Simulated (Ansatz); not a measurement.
Consider La$_{2}$TaF$_{2}$.

```cif
data_structure
_symmetry_space_group_name_H-M 'P 1'
_symmetry_Int_Tables_number 1
_cell_length_a 3.6855
_cell_length_b 3.6855
_cell_length_c 15.8152
_cell_angle_alpha 90.000
_cell_angle_beta 90.000
_cell_angle_gamma 90.000
_cell_volume 214.82
loop_
_atom_site_label
_atom_site_type_symbol
_atom_site_fract_x
_atom_site_fract_y
_atom_site_fract_z
_atom_site_occupancy
La1 La 0.50000 0.50000 0.13913 1
La2 La 0.00000 0.00000 0.63913 1
La3 La 0.00000 0.00000 0.36087 1
La4 La 0.50000 0.50000 0.86087 1
Ta1 Ta 0.00000 0.00000 0.00000 1
Ta2 Ta 0.50000 0.50000 0.50000 1
F1 F 0.50000 0.00000 0.25000 1
F2 F 0.00000 0.50000 0.75000 1
F3 F 0.00000 0.50000 0.25000 1
F4 F 0.50000 0.00000 0.75000 1
```

Space group I4/mmm; a generated structure, not necessarily the stable one; computed without spin polarisation.

Method: Ansatz, DFT PBE, scalar-relativistic, plane waves, PAW.

Predict the valence pseudo-density and electron localisation function between the atoms.

Answer. La–F (2.54 Å): the density is about 0.31 e/Å³ at the midpoint, with its minimum of 0.27 e/Å³ about 1.4 Å from La; the ELF is about 0.20 at the midpoint: no shared electron pair shows on this line.
Bader's partition of the density gives La +1.42, Ta −1.22 and F −0.81 e.

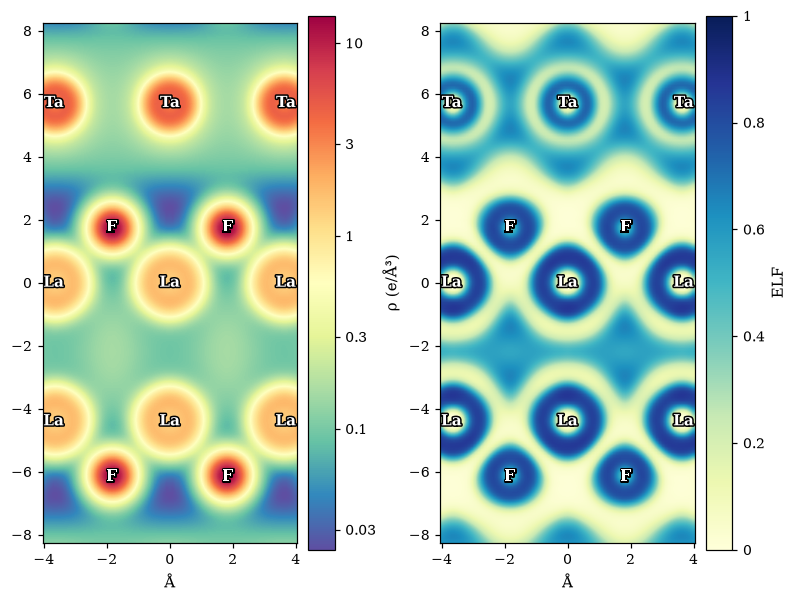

Computed valence pseudo-density and electron localisation function on the (010) plane of the conventional cell, in this order. 

Core electrons are frozen (PAW), and the valence fields are smoothed inside the atomic spheres.
